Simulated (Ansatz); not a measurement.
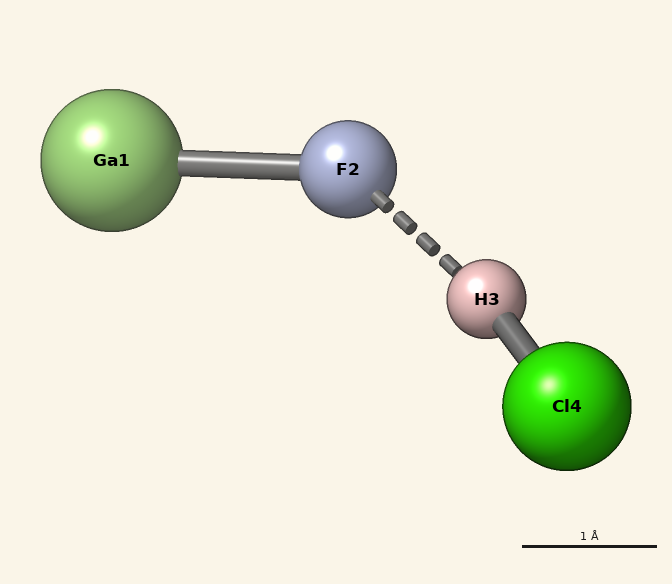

Broken lines mark hydrogen bonds. Computed geometry: PBE0-D4/def2-TZVP optimisation.

Give donor, acceptor, H···A distance and D–H···A angle of each hydrogen bond.

| D–H···A | D–H (Å) | H···A (Å) | angle (°) | kind |
| --- | --- | --- | --- | --- |
| Cl4–H3···F2 | 1.30 | 1.77 | 172 | intermolecular |
